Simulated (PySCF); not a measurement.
# C7H7NO (charge +1): EPR calculation

- system: C7H7NO, charge +1, multiplicity 2
- method: UKS B3LYP, pcH-1 on C H N O, non-relativistic, mean-field spin-orbit, GIAO (PySCF 2.14.0)

It belongs to a series of runs on one base structure; here: electron removed.

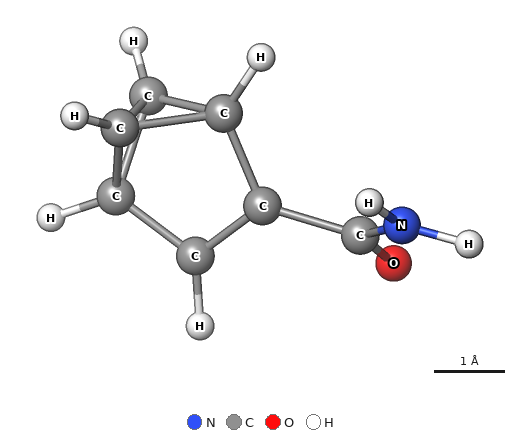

**Figure 1.** The input geometry (ball-and-stick view, seen at a tilt). Bond lengths as drawn: C–C 1.38 to 1.55 Å, C–H 1.07 to 1.08 Å, C–N 1.32 Å, C–O 1.22 Å and H–N 1.01 Å.

## The input
```
{"job": {"kind": "epr", "basis": "pcH-1"}, "charge": 1, "multiplicity": 2}
N      2.671128    -0.475335    -0.682785
C      1.445159    -0.626707    -1.158638
O      1.121279    -0.959873    -2.281906
C      0.256804    -0.303642    -0.319473
C     -0.878601    -1.077215    -0.212941
C     -1.833078    -0.297367     0.542599
C     -1.588070     1.186473     0.275870
C     -0.077535     0.982276     0.303177
C     -1.019629     0.650504     1.467928
H      3.455109    -0.673710    -1.290413
H      2.861760    -0.207916     0.269049
H     -1.028034    -2.071133    -0.594931
H     -2.803247    -0.665839     0.831374
H     -2.232816     1.983416    -0.029717
H      0.602145     1.817828     0.338890
H     -0.959974     0.747185     2.530507
```

The first line tells a small driver script what to run in PySCF; the rest is the geometry in Å.

Hardware: 1 CPU thread, shared host.

Command:
```bash
OMP_NUM_THREADS=1 python <driver script> task.json out
```

## Log
```
UKS, coarse grid
  cycle   1  E = -400.39122809  |g| = 6.43e-01
  cycle   2  E = -398.18542810  |g| = 1.99e+00
  cycle   3  E = -400.50911055  |g| = 3.07e-01
  cycle   4  E = -400.55227683  |g| = 1.44e-01
  cycle   5  E = -400.56040695  |g| = 5.32e-02
  cycle   6  E = -400.56146922  |g| = 3.05e-02
  cycle   7  E = -400.56181101  |g| = 1.94e-02
  cycle   8  E = -400.56196708  |g| = 1.14e-02
  cycle   9  E = -400.56203894  |g| = 3.02e-03
  cycle  10  E = -400.56204327  |g| = 1.23e-03
  cycle  11  E = -400.56204340  |g| = 3.15e-04
UKS, final grid
  cycle   1  E = -400.56202890  |g| = 4.28e-04
  cycle   2  E = -400.56202869  |g| = 8.28e-04
  cycle   3  E = -400.56202899  |g| = 2.29e-04
  cycle   4  E = -400.56202901  |g| = 5.83e-05
  cycle   5  E = -400.56202902  |g| = 4.15e-05
  cycle   6  E = -400.56202902  |g| = 8.12e-06
E = -400.56202902 Eh   <S^2> = 0.7569 (exact 0.7500)
g shifts (ppm)      1          2          3
  rmc          -214       -214       -214
  gc             24         19         66
  oz_so        -104       1531       1869
  total        -293       1335       1720
hyperfine (MHz)  atom isotope    a_iso     a_fc   dipolar eigenvalues
    0   14N      -2.40      -2.40     -1.57      0.16      1.40
    1   13C     -17.74     -17.74     -5.69      1.34      4.35
    2   17O     -24.04     -24.04    -87.20     41.14     46.06
    3   13C      11.03      11.03    -30.62    -26.51     57.13
    4   13C      16.87      16.87    -29.03    -27.14     56.17
    5   13C      -9.97      -9.97     -4.55     -2.83      7.37
    6   13C      61.41      61.41     -6.33     -5.86     12.19
    7   13C      -8.57      -8.57     -3.90     -2.20      6.09
    8   13C      89.80      89.80    -15.40    -15.21     30.61
    9    1H      -1.35      -1.35     -2.18     -1.24      3.42
   10    1H       4.04       4.04     -2.07     -0.90      2.97
   11    1H     -24.29     -24.29    -13.49     -3.23     16.72
   12    1H      -3.38      -3.38     -3.13     -2.54      5.67
   13    1H      74.80      74.80     -3.22     -2.26      5.48
   14    1H      -2.76      -2.76     -3.42     -1.53      4.95
   15    1H      55.58      55.58     -7.15     -2.61      9.76
```

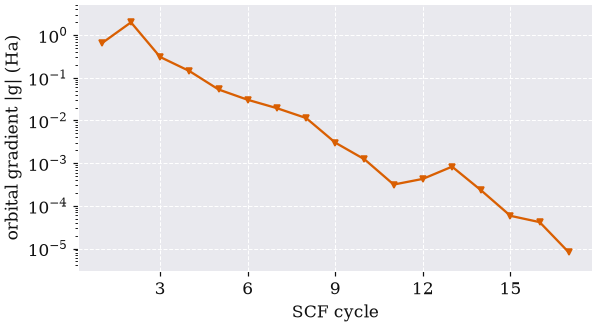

**Figure 2.** Convergence of the self-consistent field: orbital gradient |g| against the SCF cycle. All cycles printed in the log are drawn one after another.

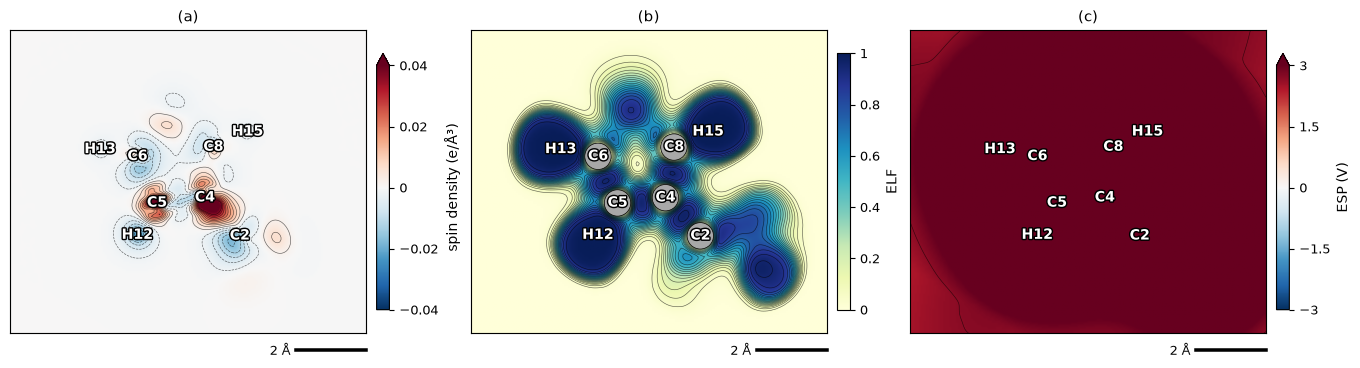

**Figure 3.** (a) spin density; (b) ELF; (c) molecular electrostatic potential on the plane of atoms C4, C8 and H15. Grey discs, where drawn, cover atomic cores. The section cuts through C and H sites. C–C (1.38 Å): the ELF peaks at about 0.95 between the atoms, as expected for localised, shared-pair bonding. C–C (1.47 Å): the ELF peaks at about 0.95 between the atoms, which marks a shared electron pair. The unpaired spin (1 electron) lies mostly on C5 (about 0.2), O3 (about 0.2), C4 (about 0.2) and C9 (about 0.1), in electrons by Hirshfeld's partition. The potential has no marked negative region in this plane.

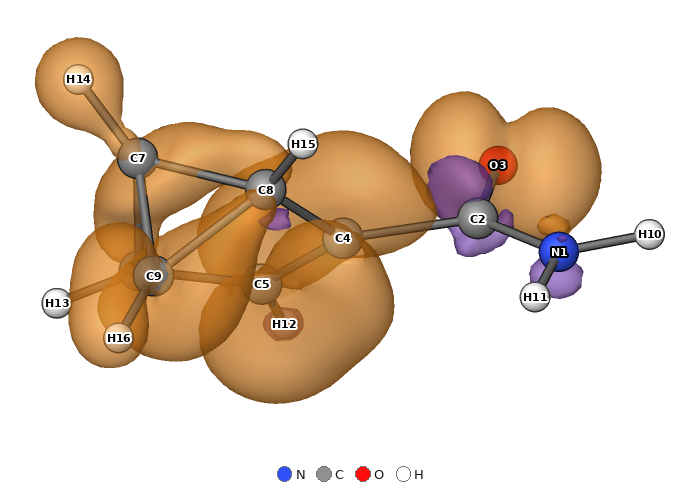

**Figure 4.** Isosurfaces of the spin density (α minus β) at +0.015 (orange) and −0.015 e/Å³ (purple), seen from the side. The unpaired spin (1 electron) lies mostly on C5 (about 0.2), O3 (about 0.2), C4 (about 0.2) and C9 (about 0.1), in electrons by Hirshfeld's partition.

## Summary

```csv
quantity,value
outcome,converged
total energy,−400.562029 hartree
⟨S²⟩,0.757
isotropic g,2.0032
wall time,1.8 min
peak memory,0.98 GiB
```
